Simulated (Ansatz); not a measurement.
## Pressure series in hypothetical diamond Be

The parent structure is Be in the diamond structure (space group Fd-3m, No. 227; a hypothetical phase, not in the database extracts checked).

```yaml
crystal:
  lattice:
    - [0.00000, 2.43704, 2.43704]
    - [2.43704, 0.00000, 2.43704]
    - [2.43704, 2.43704, 0.00000]
  atoms:
    - { symbol: Be, position: [0.75000, 0.75000, 0.75000] }
    - { symbol: Be, position: [0.50000, 0.50000, 0.50000] }
```

Cell and atoms are relaxed at each pressure.

The values are results of PBEsol (Ansatz, an electronic-structure program, PAW, without spin-orbit coupling), not measurements.

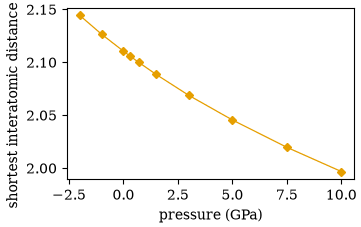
*Shortest interatomic distance against pressure*

From the plot, what is the shortest interatomic distance for pressure 0.3 GPa?

About 2.11 Å.

Is the trend monotonic over the range shown?

Yes, it falls throughout, spanning 199.7 pm to 214.4 pm.

Load acts through the strain it causes; cell and atoms are relaxed under it. No phonon test of stability was made. No other phases were tried under pressure.
